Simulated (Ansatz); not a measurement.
BH₂O···SiH₄ (doublet)

```xyz
9

B    -0.3243   -0.1367   -1.0181
H     1.2310   -0.3967    2.2361
H     0.6549    0.5487   -1.1357
O    -0.9932   -0.1499    0.1477
H    -1.7636   -0.7388    0.1570
Si    0.0995   -0.0705    3.1382
H    -0.9825   -1.0790    2.9854
H     0.5813   -0.1105    4.5465
H    -0.4245    1.2867    2.8486
```

These are results of Ansatz 0.2.0, UKS B3LYP-D4/6-31G*, not measurements.

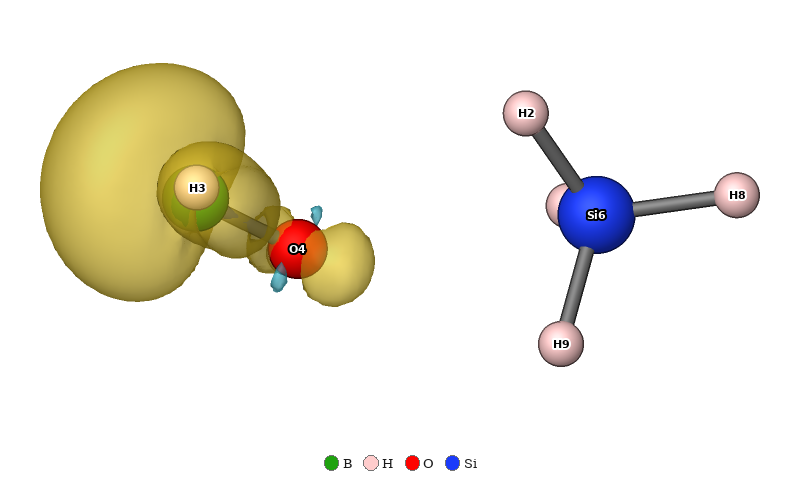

Figure 1. Isosurfaces of the spin density at +0.03 (yellow) and −0.03 e/Å³ (cyan), seen from one side.

Q: Describe the spin distribution.

A: The unpaired spin (1 electron) lies mostly on B1 (about 0.8), O4 (about 0.1) and H3 (about 0.1), in electrons by Hirshfeld's partition.

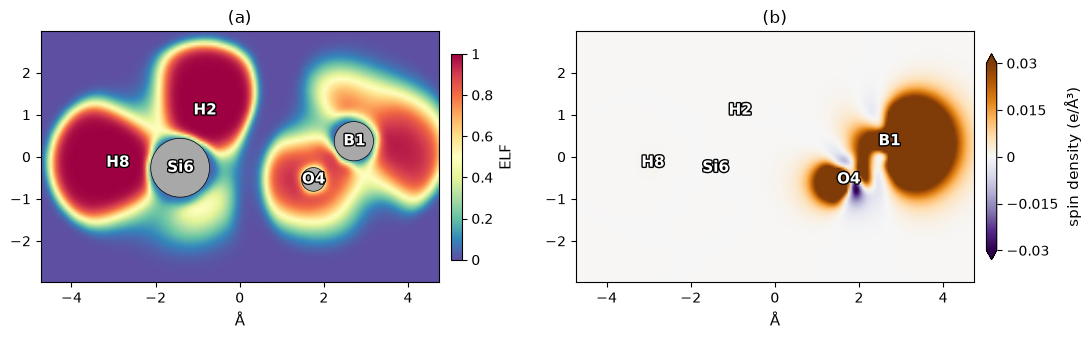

Figure 2. (a) electron localisation function; (b) spin density on the plane of atoms H2, Si6 and H8. Grey discs cover the atomic cores in the ELF map.

Q: Interpret the plot.

A: Atoms in the plane: B, H, O and Si. Si6···O4 (3.18 Å): the ELF dips to about 0 between them: a non-bonded, intermolecular contact. B–O (1.34 Å): the ELF peaks at about 0.90 between the atoms; a short, strongly polar bond. Si–H (1.48 Å): the ELF climbs to about 1 towards the hydrogen, as it does in any bond to H. The ELF also peaks beside B1, away from the bonds: non-bonding electrons, paired or unpaired.

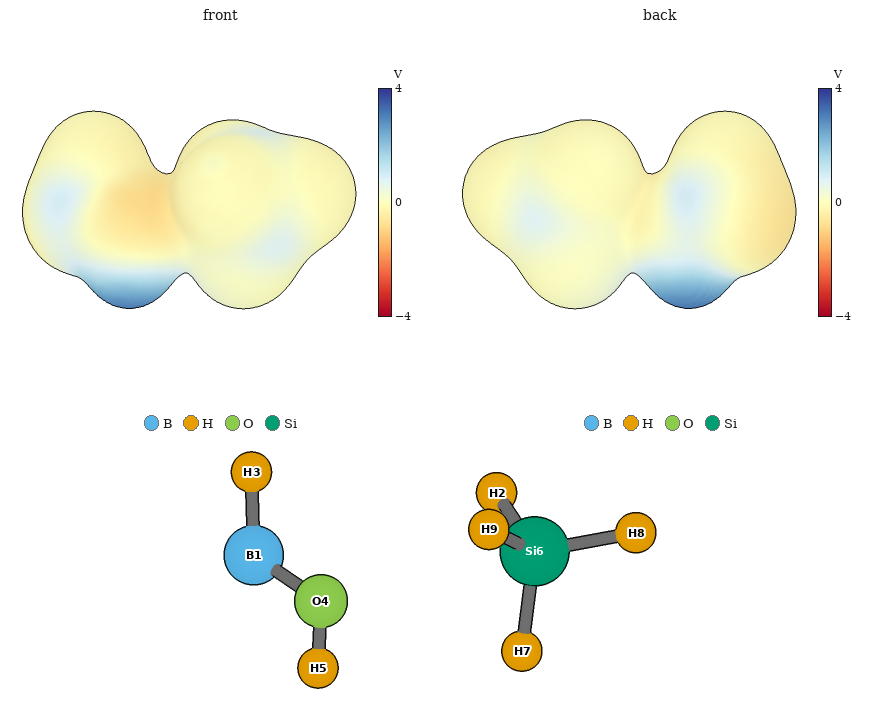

Figure 3. The electrostatic potential painted on the density surface at 0.002 e/bohr³, seen from the front and from behind; the colour scale runs from red (negative) to blue (positive). The bare structure is drawn below in the same view.

Q: Describe the electrostatic potential map.

A: The most negative region (about −0.9 V) lies over O4, the most positive (about +3.0 V) over H5.
